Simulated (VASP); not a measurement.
Band structure of HfO₂ (fluorite). These are PBEsol GGA, VASP's PBE PAW potentials (set 64) (plane waves; VASP) values and carry that method's errors.

Unless said otherwise, spin-orbit coupling is left out, though it shifts the bands of the heavy elements here.

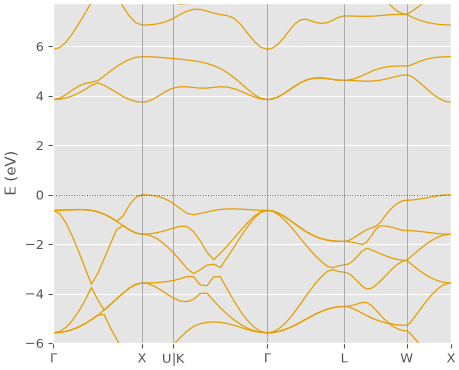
Fig. 1. Bands along high-symmetry lines, zero at the valence-band maximum or, without a gap, the Fermi level

Problem. Read the plot: is there a gap, and where are the band edges?

Solution. The gap is direct, 3.75 eV, from the valence maximum at X to the conduction minimum at X. (Edges off the drawn lines would not show.)

The compound is HfO2 in the fluorite structure, the high-temperature cubic form, which is unstable at 0 K; the monoclinic form is the stable one. It was relaxed first.
